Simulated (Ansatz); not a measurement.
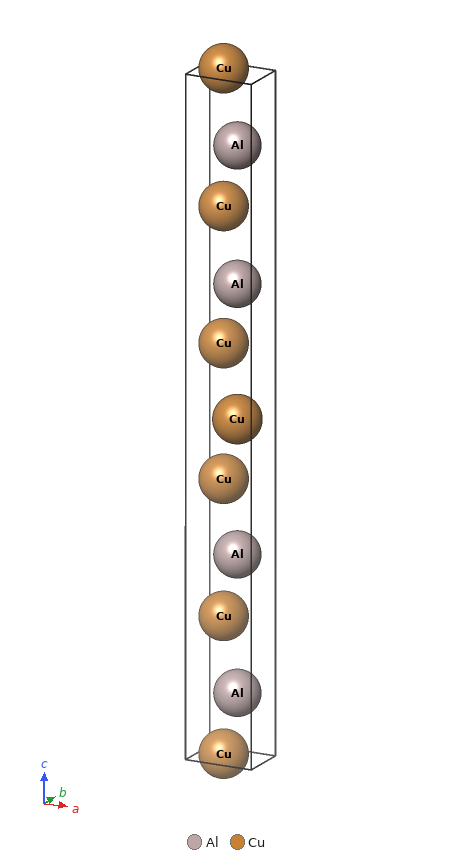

Figure: spheres-only view slightly off an axis. The simulation cell is drawn as a box.

Full input:
```yaml
crystal:
  lattice:
    - [2.7435485218, 0.0, 0.0]
    - [-1.3717742609, 2.3759827164, 0.0]
    - [0.0, 0.0, 20.462161013]
  atoms:
    - { symbol: Al, position: [0.6666666667, 0.3333333333, 0.6973471121] }
    - { symbol: Al, position: [0.6666666667, 0.3333333333, 0.8992935501] }
    - { symbol: Al, position: [0.6666666667, 0.3333333333, 0.1007064499] }
    - { symbol: Al, position: [0.6666666667, 0.3333333333, 0.3026528879] }
    - { symbol: Cu, position: [0.3333333333, 0.6666666667, 0.5989588864] }
    - { symbol: Cu, position: [0.3333333333, 0.6666666667, 0.7989734724] }
    - { symbol: Cu, position: [0.3333333333, 0.6666666667, 0.0] }
    - { symbol: Cu, position: [0.3333333333, 0.6666666667, 0.2010265276] }
    - { symbol: Cu, position: [0.3333333333, 0.6666666667, 0.4010411136] }
    - { symbol: Cu, position: [0.6666666667, 0.3333333333, 0.5] }
basis:
  ecutwfc: 420
kpoints:
  mp_grid: { grid: [18, 18, 2] }
  band_path:
    path:
      - [[0.0, 0.0, 0.0], [0.5, 0.0, 0.0], [0.33333333, 0.33333333, 0.0], [0.0, 0.0, 0.0], [0.0, 0.0, 0.5], [0.5, 0.0, 0.5], [0.33333333, 0.33333333, 0.5], [0.0, 0.0, 0.5]]
      - [[0.5, 0.0, 0.5], [0.5, 0.0, 0.0]]
      - [[0.33333333, 0.33333333, 0.5], [0.33333333, 0.33333333, 0.0]]
    npoints: 14
hamiltonian:
  xc: pbe
scf:
  occupations: { method: gaussian, width: 0.1 }
  n_extra_bands: 25
output:
  forces: true
  stress: true
  eigenvalues: true
  populations: true
  dos: { projected: true, de: 0.02, nscf_kmesh: { grid: [22, 22, 3] } }
  bader: true
  write_density: true
  write_potential: true
  elf: true
  volumetric_format: npy
```
Run as:
```sh
ansatz run input.yaml --threads 1 --pin off --max-ram 2560MiB --backend cpu --events-out ev --progress --plain --runs-dir out
```

Theory: Ansatz 0.2.0, DFT PBE, scalar-relativistic, plane waves, PAW. Numerical settings: wavefunction cutoff 420 eV, k-grid 18×18×2, Gaussian smearing of 0.1 eV, no spin polarisation.

Q: Give the Bader charge of each element.

A: Al +0.77 to +0.80 e; Cu -0.77 to -0.01 e.

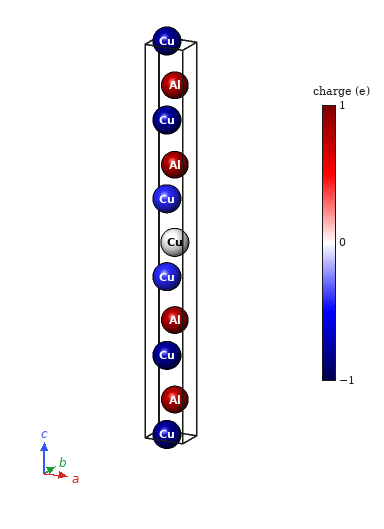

The atoms coloured by those charges.

The model was built from a structure type filled with these elements by a generator (whether the compound takes this form wasn't checked). Earlier steps of the study may have refined or changed the cell and positions. It went into a calculation with Ansatz.
